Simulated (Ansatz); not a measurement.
# Geometry relaxation, with input and output: SiN2H6O (part 2 of 2)

Continued. System: SiN2H6O. Method: RKS revPBE-D4/6-31G* (Ansatz 0.2.0). The input holds or restrains some coordinates. It belongs to a series of runs on one base structure; here: pulled along the bonds that form and break, towards end A.

Geometry of the input (Å):
```
Si 0.0000  0.0000  0.0000
H  0.8198  0.0000  1.4434
N  1.9526  0.0000  0.5176
H  2.4509  -0.9180  0.3369
H  2.4539  0.9180  0.3453
O  -0.7913  1.3709  -0.5594
H  -1.7491  1.1401  -0.7818
N  -0.8572  -1.4851  -0.6061
H  -1.3922  -2.1014  0.0704
H  -0.8219  -1.7344  -1.6357
```

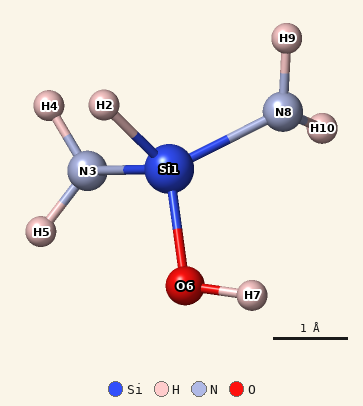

**Figure 1.** The geometry at step 8 of the log (ball-and-stick view, seen at a tilt; atoms are numbered from 1 in the order of the input).

Trajectory as extended XYZ (Å, eV, eV/Å), 15 frames, from step=1 to step=15
```
10
Properties=species:S:1:pos:R:3:forces:R:3 step=1 energy=-12997.19404
Si    0.0000    0.0000    0.0000   -0.9232  -1.8324   3.4953
H     0.8198    0.0000    1.4434   -2.1645  -0.1053   0.4341
N     1.9526    0.0000    0.5176    0.4293   0.2471  -2.1514
H     2.4509   -0.9180    0.3369    0.2982   1.1793  -0.2299
H     2.4539    0.9180    0.3453    0.3760  -1.1669  -0.1187
O    -0.7913    1.3709   -0.5594   -0.5305   0.3252  -1.2295
H    -1.7491    1.1401   -0.7818    1.2824   0.1298   0.2148
N    -0.8572   -1.4851   -0.6061    0.6550   0.6531  -0.6366
H    -1.3922   -2.1014    0.0704    0.9927   0.7754  -1.2513
H    -0.8219   -1.7344   -1.6357   -0.4153  -0.2052   1.4731
10
Properties=species:S:1:pos:R:3:forces:R:3 step=2 energy=-12998.20974
Si    0.0336   -0.0089    0.0722    0.5696  -1.1966   1.6278
H     0.6434   -0.0016    1.5261   -2.5993  -0.1725   0.3249
N     1.9959    0.0020    0.3855   -1.4058   0.2349  -1.6002
H     2.4729   -0.9162    0.3250    0.3979   0.9815  -0.4759
H     2.4773    0.9174    0.3349    0.4985  -0.9490  -0.4071
O    -0.7769    1.3572   -0.5648    0.0488  -0.2567  -0.3044
H    -1.7335    1.1378   -0.7787    1.2006  -0.0240   0.2577
N    -0.8431   -1.4716   -0.6043    0.6143   0.7226   0.3574
H    -1.3796   -2.0919    0.0560    0.8282   0.5979  -1.0754
H    -0.8244   -1.7341   -1.6215   -0.1528   0.0620   1.2951
10
Properties=species:S:1:pos:R:3:forces:R:3 step=3 energy=-12999.12980
Si    0.1051   -0.0197    0.1085    0.5861  -0.6395   0.4890
H     0.4639   -0.0088    1.6016   -2.3235  -0.2173   0.1595
N     2.0160    0.0059    0.2545   -2.5200   0.0780  -1.7983
H     2.4800   -0.9023    0.3133    0.4123   0.5915  -0.2363
H     2.4872    0.9056    0.3238    0.5321  -0.4600  -0.1963
O    -0.7602    1.3429   -0.5547    0.7683  -0.5716   0.2710
H    -1.7104    1.1316   -0.7726    1.0489  -0.2380   0.2788
N    -0.8274   -1.4549   -0.5894    0.8414   0.8746   0.6138
H    -1.3656   -2.0817    0.0417    0.6174   0.3707  -0.6386
H    -0.8230   -1.7285   -1.5962    0.0369   0.2117   1.0574
10
Properties=species:S:1:pos:R:3:forces:R:3 step=4 energy=-13000.25099
Si    0.1413   -0.0464    0.1352    0.1079   0.0588  -0.0414
H     0.2749   -0.0477    1.6281   -1.6324  -0.2682   0.3561
N     1.9513    0.0055    0.0850   -0.4023   0.4563  -1.2647
H     2.4437   -0.8895    0.2985   -0.2785   1.1520  -0.1300
H     2.4557    0.9069    0.3100   -0.5583  -1.5390  -0.2760
O    -0.6876    1.3269   -0.5284    0.9177  -0.4916   0.3468
H    -1.6247    1.1145   -0.7572    0.6615  -0.2279   0.1959
N    -0.7841   -1.4287   -0.5531    1.1126   1.3557   1.3637
H    -1.3115   -2.0600    0.0279   -0.0677  -0.3500   0.3618
H    -0.7934   -1.6915   -1.5155    0.1396  -0.1462  -0.9122
10
Properties=species:S:1:pos:R:3:forces:R:3 step=5 energy=-13000.68917
Si    0.0749   -0.0300    0.1347    1.2266   0.3673   0.0193
H     0.1966   -0.0726    1.6091   -1.5635  -0.1867   0.6869
N     1.8594   -0.0093    0.0193   -0.4908  -0.0857  -1.3027
H     2.3393   -0.8881    0.2696   -0.1405   0.6647  -0.0362
H     2.3711    0.8451    0.2778   -0.1334  -0.5041  -0.0777
O    -0.5989    1.3976   -0.5316    0.5270  -0.7031   0.3337
H    -1.5468    1.2196   -0.7073    0.1305   0.0042  -0.0085
N    -0.8175   -1.3882   -0.5374    0.1055   0.1887   0.7820
H    -1.1371   -2.1469    0.0730    0.1670   0.2025  -0.0160
H    -0.6755   -1.7370   -1.4766    0.1716   0.0521  -0.3807
10
Properties=species:S:1:pos:R:3:forces:R:3 step=6 energy=-13000.86552
Si    0.0361   -0.0295    0.1412    1.8225   0.5151   0.0767
H     0.1337   -0.1222    1.5926   -1.4178  -0.1206   1.1086
N     1.7919   -0.0358   -0.0371   -0.3048  -0.1513  -1.2790
H     2.2643   -0.8682    0.3157    0.0255   0.0968   0.0802
H     2.3083    0.8060    0.2001    0.0971   0.1322   0.0007
O    -0.5327    1.4112   -0.5222   -0.0132  -0.3605   0.1632
H    -1.4883    1.2765   -0.6889   -0.0034   0.1705  -0.0762
N    -0.8520   -1.3534   -0.5168   -0.2072  -1.2694   0.0761
H    -0.9793   -2.1828    0.0983    0.0271   0.6558  -0.2695
H    -0.6164   -1.7116   -1.4524   -0.0258   0.3314   0.1192
10
Properties=species:S:1:pos:R:3:forces:R:3 step=7 energy=-13000.90936
Si    0.0315   -0.0394    0.1704    1.7292  -0.0299  -0.1057
H     0.1503   -0.1814    1.6140   -1.3915  -0.1259   1.1574
N     1.7862   -0.0607   -0.0352   -0.2635   0.1496  -1.1909
H     2.2920   -0.8172    0.4244   -0.0758   0.0428   0.1169
H     2.2875    0.8174    0.0755    0.1058   0.1052  -0.0891
O    -0.5325    1.4093   -0.4644   -0.0568  -0.1847   0.0651
H    -1.4602    1.2853   -0.7547    0.1014   0.0712   0.0329
N    -0.8549   -1.3650   -0.5110   -0.1376  -0.3514  -0.0671
H    -0.9879   -2.1916    0.0815   -0.0122   0.1764  -0.0638
H    -0.6466   -1.6664   -1.4699    0.0009   0.1466   0.1443
10
Properties=species:S:1:pos:R:3:forces:R:3 step=8 energy=-13000.94389
Si    0.0346   -0.0667    0.1818    1.6451  -0.3316  -0.0294
H     0.1587   -0.2647    1.6171   -1.2952  -0.1814   1.1704
N     1.7886   -0.0827   -0.0339    0.5748   0.4492  -0.6100
H     2.3164   -0.7266    0.5959   -0.5254   0.7159  -0.4522
H     2.2722    0.8374   -0.1044   -0.2904  -0.8151  -0.0371
O    -0.5171    1.3994   -0.4010   -0.3984   0.0157  -0.2135
H    -1.4225    1.3034   -0.7801    0.3869   0.0336   0.2118
N    -0.8747   -1.3744   -0.5186   -0.0615   0.3034  -0.1609
H    -1.0228   -2.1977    0.0593   -0.0220  -0.1456   0.0556
H    -0.6679   -1.6373   -1.4855   -0.0138  -0.0439   0.0652
10
Properties=species:S:1:pos:R:3:forces:R:3 step=9 energy=-13001.02093
Si    0.0438   -0.0965    0.1798    1.7033  -0.1575  -0.1125
H     0.1498   -0.3344    1.6116   -1.2092  -0.2320   1.1048
N     1.8033   -0.0826    0.0016    0.0061   0.3179  -0.6863
H     2.3296   -0.5814    0.7328   -0.2691   0.3382  -0.2362
H     2.2706    0.7978   -0.2525   -0.0831  -0.3966  -0.0470
O    -0.4753    1.3841   -0.4091   -0.2672  -0.0531  -0.0622
H    -1.4046    1.3208   -0.7189    0.1804   0.0296   0.0746
N    -0.8976   -1.3737   -0.5399   -0.0624   0.2168  -0.0649
H    -1.0543   -2.2030    0.0313    0.0142  -0.0617   0.0376
H    -0.6999   -1.6410   -1.5061   -0.0131  -0.0014  -0.0080
10
Properties=species:S:1:pos:R:3:forces:R:3 step=10 energy=-13001.08068
Si    0.0654   -0.1283    0.1858    1.6932   0.1291  -0.0087
H     0.1327   -0.3984    1.6175   -1.0528  -0.2632   0.9667
N     1.8296   -0.0547    0.0820   -0.2444   0.3793  -0.8150
H     2.3649   -0.4376    0.8673   -0.1798   0.2530  -0.1889
H     2.3071    0.7328   -0.3806   -0.1202  -0.5097   0.1218
O    -0.4484    1.3400   -0.4428   -0.2820   0.0062  -0.0449
H    -1.3891    1.2868   -0.7193    0.1959   0.0136   0.0778
N    -0.9367   -1.3588   -0.5281   -0.0269  -0.0932  -0.1096
H    -0.9918   -2.2448   -0.0202    0.0204   0.0452   0.0031
H    -0.8683   -1.5469   -1.5311   -0.0035   0.0397  -0.0023
10
Properties=species:S:1:pos:R:3:forces:R:3 step=11 energy=-13001.12902
Si    0.0649   -0.1264    0.2023    1.6366  -0.0070  -0.0759
H     0.1459   -0.4422    1.6263   -0.9753  -0.2028   0.9160
N     1.8288   -0.0823    0.0887   -0.3062   0.2895  -0.6891
H     2.3301   -0.2753    0.9615   -0.1090   0.1719  -0.2698
H     2.3267    0.5858   -0.5147   -0.0984  -0.3397   0.2156
O    -0.4740    1.3526   -0.3760   -0.1019   0.0279  -0.0666
H    -1.3891    1.2792   -0.7126   -0.0268   0.0193   0.0631
N    -0.9295   -1.3462   -0.5461   -0.0551  -0.0158  -0.1121
H    -0.9960   -2.2369   -0.0475    0.0561   0.0475  -0.0381
H    -0.8422   -1.5182   -1.5512   -0.0200   0.0092   0.0569
10
Properties=species:S:1:pos:R:3:forces:R:3 step=12 energy=-13001.16623
Si    0.0666   -0.1171    0.2045    1.4832  -0.0068  -0.1387
H     0.1241   -0.4120    1.6347   -0.9033  -0.1503   0.8750
N     1.8328   -0.1153    0.1196   -0.4210   0.1924  -0.7453
H     2.3155   -0.1463    1.0184   -0.0693   0.0734  -0.0855
H     2.3723    0.4025   -0.5806   -0.0723  -0.1359   0.1002
O    -0.4984    1.3486   -0.3921   -0.0001   0.0089   0.0104
H    -1.4379    1.2693   -0.6504   -0.0357   0.0225   0.0190
N    -0.9288   -1.3354   -0.5513    0.0142  -0.0158  -0.0141
H    -0.8955   -2.2555   -0.1053    0.0109   0.0067  -0.0372
H    -0.8852   -1.4488   -1.5669   -0.0067   0.0049   0.0163
10
Properties=species:S:1:pos:R:3:forces:R:3 step=13 energy=-13001.18191
Si    0.0694   -0.1243    0.2081    1.3888  -0.0931  -0.0065
H     0.1048   -0.4039    1.6428   -0.8800  -0.0801   0.8529
N     1.8392   -0.1700    0.1497   -0.4914   0.0778  -0.6719
H     2.2909    0.0509    1.0411   -0.0743   0.0153  -0.1402
H     2.3632    0.2291   -0.6322    0.0618  -0.0010   0.0359
O    -0.4903    1.3486   -0.3780   -0.0643  -0.0179  -0.0230
H    -1.4420    1.2826   -0.5954   -0.0206   0.0586   0.0102
N    -0.9231   -1.3394   -0.5593    0.0899   0.0090  -0.0588
H    -0.8416   -2.2806   -0.1662    0.0082   0.0232   0.0035
H    -0.9050   -1.4030   -1.5800   -0.0181   0.0081  -0.0022
10
Properties=species:S:1:pos:R:3:forces:R:3 step=14 energy=-13001.14335 accepted=F
Si    0.0644   -0.1283    0.2231    1.2941  -0.1476  -0.1993
H     0.0878   -0.3650    1.6672   -0.8944  -0.0416   0.8030
N     1.8366   -0.2354    0.1765    0.2433   0.8050   0.1046
H     2.2562    0.2260    1.0416   -0.4820  -0.6276  -1.3977
H     2.3581    0.0461   -0.6775   -0.1920  -0.0585   0.5995
O    -0.4920    1.3439   -0.3730   -0.2344   0.0065  -0.0008
H    -1.4628    1.3078   -0.5221    0.1879   0.0521   0.0252
N    -0.9019   -1.3439   -0.5761    0.1114  -0.1690  -0.0139
H    -0.7793   -2.3021   -0.2273   -0.0301   0.1580  -0.0626
H    -0.9017   -1.3590   -1.6018   -0.0038   0.0227   0.1420
10
Properties=species:S:1:pos:R:3:forces:R:3 step=15 energy=-13001.18598
Si    0.0621   -0.1192    0.2139    1.3893  -0.0967  -0.2101
H     0.1006   -0.3579    1.6566   -0.8992  -0.0938   0.8249
N     1.8329   -0.1989    0.1522   -0.6109   0.0678  -0.7394
H     2.2686    0.0751    1.0316    0.0679   0.0701   0.0413
H     2.3679    0.1630   -0.6400    0.0416   0.0053   0.0016
O    -0.5019    1.3484   -0.3859   -0.1414  -0.0054   0.0096
H    -1.4680    1.3049   -0.5514    0.1234   0.0299   0.0155
N    -0.9034   -1.3442   -0.5697    0.0303  -0.0008   0.0663
H    -0.8050   -2.2872   -0.1859    0.0020  -0.0003  -0.0155
H    -0.8884   -1.3939   -1.5909   -0.0031   0.0239   0.0059
```

Results in brief

- outcome: converged under the restraints of the input
- total energy: −13001.1860 eV
- mean-field energy: −13000.6296 eV
- largest force (length of the vector) at the end, held atoms and coordinates included: 1.408 eV/Å
- hardware: 1 thread of Arm Neoverse V2, 24 GiB of memory available, shared host
- wall time: 33 s
- peak memory: 0.12 GiB
